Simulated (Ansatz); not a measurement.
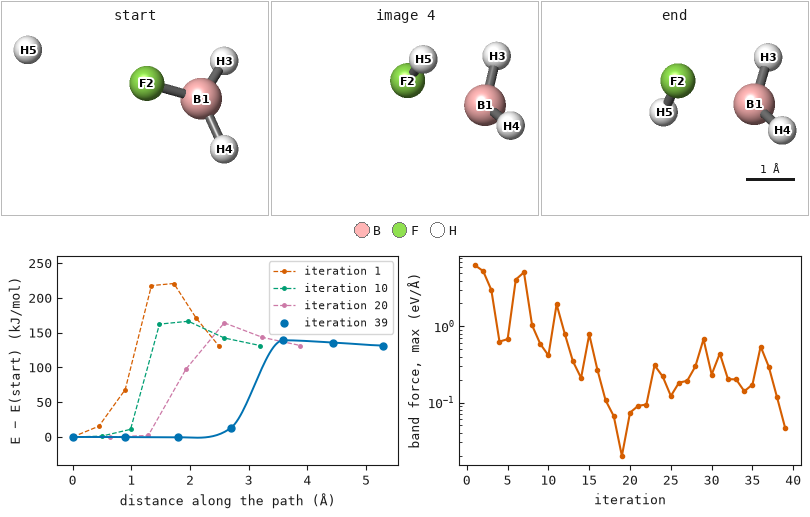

A search for the minimum-energy path of BH3F (multiplicity 2), made up at the start of BH₂F and H by the nudged elastic band. Images are numbered from 0 (start) to 6 (end). The plot follows the band through its iterations. Style: ball-and-stick. Shown at a tilt.

Level of theory: Ansatz, UKS r2SCANh/6-31G*. Set-up: 5 movable images; climbing image; force threshold 0.05 eV/Å; iteration limit 60; starting path through a guess of the saddle point.

**How did the profile develop, and is the result final?**

The result is final at these settings. The band converged in 39 iterations. The largest component of the band force went from 6.3 to 0.047 eV/Å. The climbing image converged on the top of the path. Its vibrational analysis gives one imaginary mode (114i cm⁻¹), as a transition state must have. The first iteration put the highest image at 220.9 kJ/mol. Forward barrier 139.2 kJ/mol, backward barrier 7.6 kJ/mol, with image 4 at the top; the reaction energy is +131.6 kJ/mol. Image 2 lies below both ends, at −0.4 kJ/mol, which points to an intermediate minimum that so few images don't resolve.

Limits of the set-up: the start holds two separate molecules, 2.9 Å apart at their closest, whose relative position is a soft coordinate and is computed without a dispersion correction.
